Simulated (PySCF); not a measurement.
# GaSe₂: relaxation and vibrations of the doublet

Aim: relax GaSe₂ as a doublet from a side-on start, check by its vibrations whether the end is a minimum, and collect its spectrum and constants.

The runs use PySCF 2.14.0; PBE0, basis Ga def2-SVP, Se def2-SVP, no relativity, density fitting.

**1. Starting geometry**

3 atoms, charge 0, spin multiplicity 2.

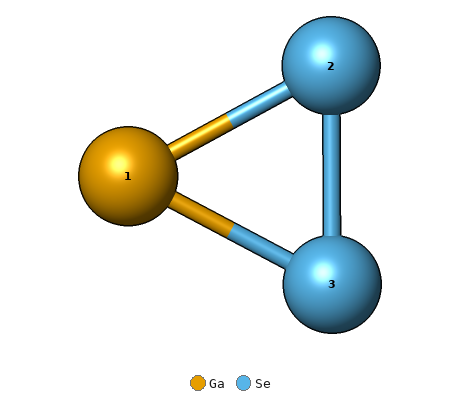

The starting geometry (gallium amber, selenium blue); atoms are numbered from 1 in the order of the file.

```xyz
3
charge 0 multiplicity 2
Ga    0.0000    0.0000    0.0000
Se    1.1700    0.0000    2.1776
Se   -1.1700    0.0000    2.1776
```

**2. The SCF at the typed geometry**

One driver script runs all steps and calls PySCF; scf.py shows how it sets up the SCF of each step. The optimiser is the driver's own. After this first run the driver tries any further starts and a stability analysis.

Input file scf.py:

```python
from pyscf import gto, scf, dft
mol = gto.M(atom='''
Ga     0.000000     0.000000     0.000000
Se     1.170000     0.000000     2.177600
Se    -1.170000     0.000000     2.177600''',
    basis={'Ga': 'def2-SVP', 'Se': 'def2-SVP'},
    charge=0, spin=1)
mf = dft.UKS(mol, xc='PBE0')
mf.grids.atom_grid = (50, 194)
aux = {'Ga': 'def2-universal-JKFIT', 'Se': 'def2-universal-JKFIT'}
mf = mf.density_fit(auxbasis=aux)
mf.conv_tol = 1e-08
mf.diis_space = 10
mf.max_cycle = 60
mf.init_guess = 'minao'
mf.verbose = 4
mf.kernel()
```

Started as:

```console
OMP_NUM_THREADS=2 python axn.py task.json out
```

The runs that follow: Side-on start, doublet: relaxation; Hessian and properties.

What does the calculation give? Wanted: minimum; geometry; wavenumbers; dipole moment; highest occupied, lowest empty level; polar-tensor charge of Ga1; zero-point energy; atomisation energy; ⟨S²⟩.

The runs gave:

| quantity | value |
| --- | --- |
| minimum | doublet, C2v |
| geometry | Ga–Se 2.631 Å (×2), Se–Se 2.273 Å; Ga–Se–Se 64.4° (×2), Se–Ga–Se 51.2° |
| wavenumbers (cm⁻¹) | 129 (b2), 204 (a1), 344 (a1) |
| dipole moment | 1.26 D |
| highest occupied, lowest empty level (either spin) | -6.67, -3.83 eV |
| polar-tensor charge of Ga1 | +0.56 e |
| zero-point energy | 4.0 kJ/mol |
| entropy at 298.15 K | 322.4 J/(mol K) |
| atomisation energy (no zero-point energy) | 632 kJ/mol |
| ⟨S²⟩ | 0.756 |

**Reading.** The molecule stays C2v, as typed, and the end point is a minimum. In the infrared the band at 204 cm⁻¹ (a1) leads. Other starts or spin states, not run here, may lie lower.
